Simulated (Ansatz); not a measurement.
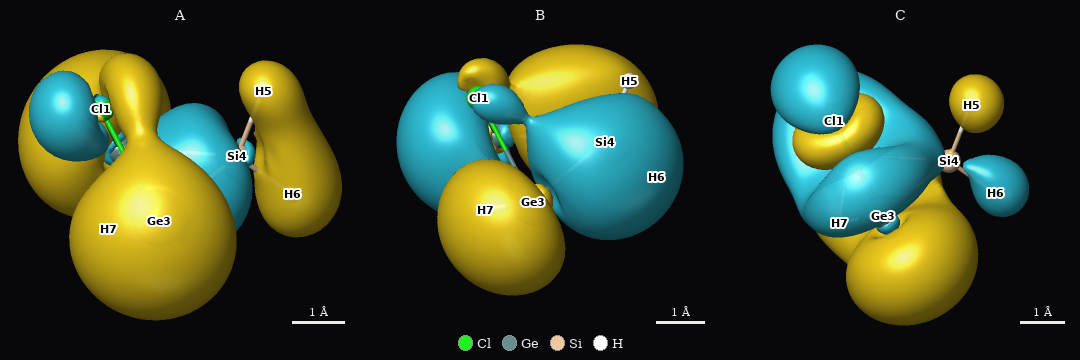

The picture shows: ClGe$_{2}$H$_{3}$Si. Three frontier orbitals at ±0.06 Å⁻³ᐟ² (yellow and cyan are the two phases), in no order.

Geometry: r2SCAN-D4/def2-SVP.

Method: isolated molecule in a Gaussian basis; Kohn-Sham density functional theory, functional PBE0 in Ansatz 0.2.0.

Input file:

```
crystal:
  periodic: [false, false, false]
  atoms:
    - {symbol: Cl, position_ang: [0.070901, 2.208133, 1.051510]}
    - {symbol: Ge, position_ang: [1.049932, 0.001128, 1.443936]}
    - {symbol: Ge, position_ang: [-1.128548, 0.553891, -0.293174]}
    - {symbol: Si, position_ang: [-1.303830, -0.445273, 1.931203]}
    - {symbol: H, position_ang: [-1.893196, 0.458003, 2.957753]}
    - {symbol: H, position_ang: [-1.767341, -1.862206, 2.061604]}
    - {symbol: H, position_ang: [0.526991, -0.132525, -0.265279]}
basis:
  gaussian:
    orbitals: def2-TZVPD
hamiltonian:
  xc: pbe0
output: {forces: true, orbitals: {seedname: orbitals}}
```

Run with:

```sh
ansatz run input.yaml --threads 2 --pin off --max-ram 4350MiB --events-out events.jsonl --progress --plain --runs-dir runs
```

Question: Which picture is the HOMO−1, the HOMO and the LUMO?

Answer: A is the HOMO−1 (−7.48 eV). By Hirshfeld shares it lies mainly on Ge2 (about 35 %), Ge3 (about 35 %), Si4 (about 20 %) and Cl1 (about 5 %). B is the HOMO (−6.02 eV). By Hirshfeld shares it lies mainly on Si4 (about 35 %), Ge2 (about 30 %) and Ge3 (about 30 %). C is the LUMO (−1.99 eV). Its weight (Hirshfeld) is mainly on Ge2 (about 30 %), Ge3 (about 30 %), Cl1 (about 20 %) and Si4 (about 10 %).

Question: What is the HOMO–LUMO gap?

Answer: 4.03 eV between the orbital energies.
